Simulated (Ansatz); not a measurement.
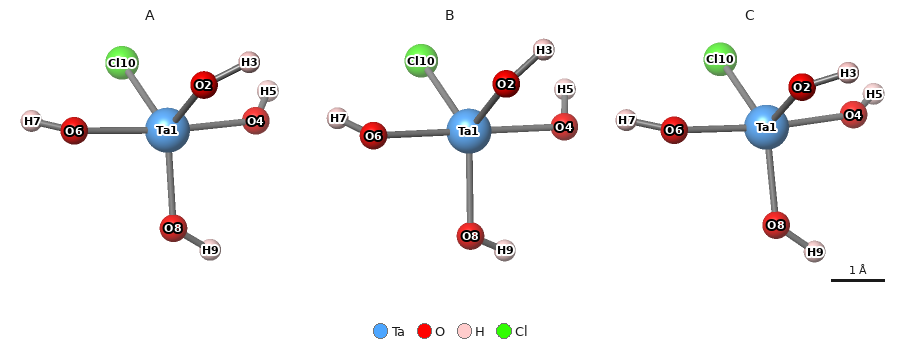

3 geometries from one relaxation of TaH₄O₄Cl, in shuffled order. A ball-and-stick model, seen at a tilt.

The run prepares the start of a later molecular dynamics calculation, from a guessed geometry.

Theory: RHF/def2-SVP in Ansatz 0.2.0. Set-up: no spin polarisation; force threshold 0.02 eV/Å; at most 40 steps.

### Put them in the order of the run, from the start to the converged end.

B, A, C. They are steps 0, 2, 9, at +189.1 kJ/mol, +21.4 kJ/mol relative to the last. Over 8 accepted moves (9 points after the start) the energy falls by 189.1 kJ/mol. Largest force component: 3.5 eV/Å at the start, 0.0052 eV/Å at the end. The line search rejected the trial step at point 6 of the run. H3 moves most after the best rigid fit: 0.54 Å. By element the largest moves are H 0.54 Å, O 0.35 Å, Ta 0.13 Å, Cl 0.07 Å. Some distances before and after: Ta1–O6 2.020 → 1.882 Å, Ta1–O2 2.020 → 1.891 Å, Ta1–O4 2.020 → 1.919 Å, O4–H5 1.010 → 0.942 Å. Among the angles between lasting bonds that change: Ta1–O6–H7 109.5° → 154.2°, Ta1–O4–H5 109.5° → 142.4°, Ta1–O2–H3 109.5° → 128.6°. Groups turn about Ta1–O2 by about 35°, Ta1–O8 by about 25°.

Limits of the set-up: Hartree-Fock leaves out electron correlation.
